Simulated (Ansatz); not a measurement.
# Ti (Ti, dhcp): the cost of one run

Computed with Ansatz 0.2.0 (DFT m-r2SCAN, plane waves (500 eV) with PAW, scalar-relativistic; PBE-made PAW files; m-r²SCAN is r²SCAN on the gauge-invariant kinetic-energy density, unless a step says otherwise).

## 1. The starting structure

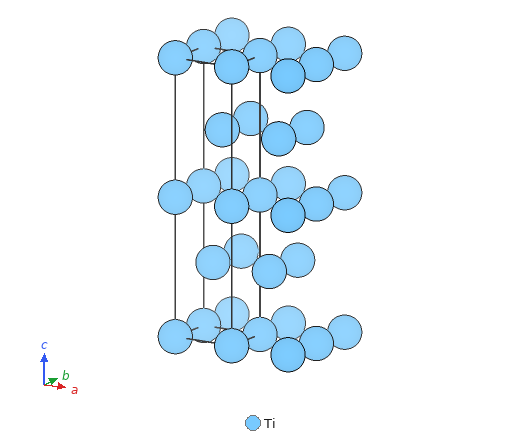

The structure, seen slightly off an axis (titanium blue). 2×2×1 cells are drawn. Any atoms on the faces are drawn again on the opposite ones.

Coordinates:

```
CELL_PARAMETERS angstrom
2.92294 0.00000 0.00000
-1.46147 2.53134 0.00000
0.00000 0.00000 9.54632
ATOMIC_POSITIONS crystal
Ti 0.00000 0.00000 0.00000
Ti 0.00000 0.00000 0.50000
Ti 0.33333 0.66667 0.25000
Ti 0.66667 0.33333 0.75000
```

Starting moments (μB): +1 ×4.

## 2. Relaxation of the cell

input.yaml

```yaml
crystal:
  lattice:
    - [2.9229395509, 0.0, 0.0]
    - [-1.4614697754, 2.5313399048, 0.0]
    - [0.0, 0.0, 9.5463205732]
  atoms:
    - { symbol: Ti, position: [0.0, 0.0, 0.0], spin: 1.0 }
    - { symbol: Ti, position: [0.0, 0.0, 0.5], spin: 1.0 }
    - { symbol: Ti, position: [0.3333333333, 0.6666666667, 0.25], spin: 1.0 }
    - { symbol: Ti, position: [0.6666666667, 0.3333333333, 0.75], spin: 1.0 }
hamiltonian:
  xc: mr2scan
  pseudopotentials:
    kind: paw
    azcp:
      Ti: "pseudopotentials/Ti.paw.azcp"
basis:
  ecutwfc: 500
  fft_grid_basis: typed
kpoints:
  mp_grid: { grid: [12, 12, 4], shift: [0, 0, 0] }
magnetization:
  spin_polarized: true
scf:
  occupations: { method: fermi_dirac, width: 0.05 }
relax:
  max_steps: 60
  f_tol: 0.01
  cell: {}
```

What time and memory should one allow on 2 threads of an x86-64 CPU, shared host?

About 76 s, with a peak of 0.76 GiB.
